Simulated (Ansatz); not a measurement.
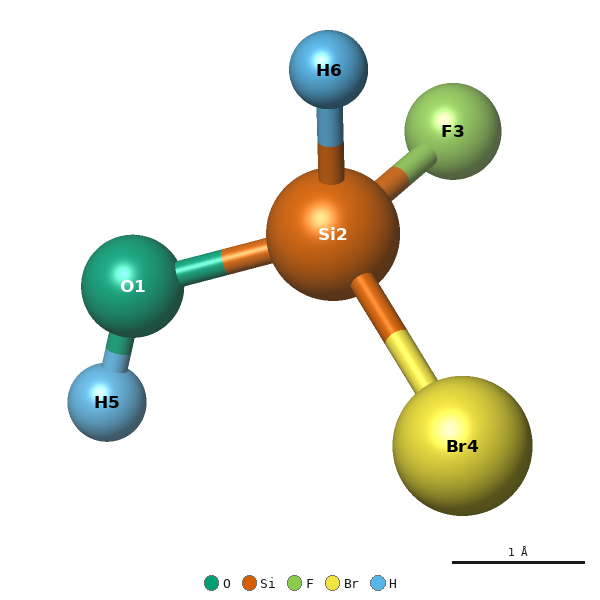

The picture comes from a calculation with Ansatz.

Geometry: moved along internal coordinates away from the minimum.

### Describe the coordination of atom 1.

O1 has 2 neighbours (Si2 at 1.62, H5 at 0.96 Å); the arrangement is bent.

### Which bond is the longest?

Si2–Br4, 2.205 Å.
